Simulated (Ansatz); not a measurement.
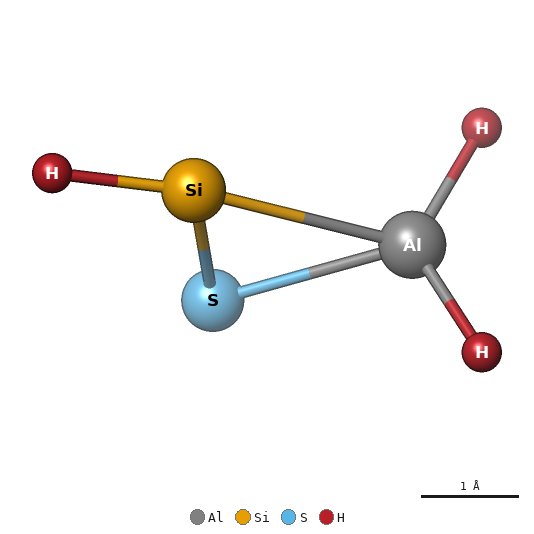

Distant atoms are faded towards the background colour. The geometry was computed by an optimisation with PBE0-D4/def2-TZVP. No frequency run is at hand to confirm it as a minimum. Masses are those of the most abundant isotopes; constants are for the rigid equilibrium geometry.

What kind of rotor is it, and what are its rotational constants in cm⁻¹?

Answer. An asymmetric top (Cs): A = 0.248, B = 0.157, C = 0.101 cm⁻¹. Ray's parameter κ is −0.23, nearer the prolate limit.
